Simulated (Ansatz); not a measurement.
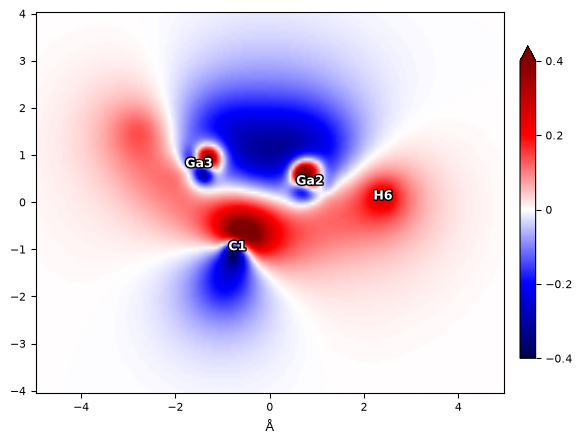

*CH₄Ga₂ (SMILES [CH2]1[GaH][GaH]1). The HOMO on the plane of atoms C1, Ga2 and H6 (values in Å⁻³ᐟ²; the overall sign is arbitrary).*

Geometry: PBE0-D4/def2-TZVP.

All numbers below come from RKS PBE0-D4/def2-TZVPP (Ansatz).

```
atom    x (Å)    y (Å)    z (Å)
   C  -0.5471  -0.1785  -0.5995
  Ga   0.2897   1.1513   0.7629
  Ga   0.8738  -1.1194   0.3333
   H  -0.8526  -0.2404  -1.6441
   H  -1.4618  -0.1038   0.0240
   H  -0.2012   2.6188   1.0525
   H   1.9605  -2.1959   0.0253
```

Where does this orbital lie, and at what energy?

By Hirshfeld shares it lies mainly on Ga2 (about 40 %), Ga3 (about 30 %) and C1 (about 15 %). Its energy is −5.76 eV.
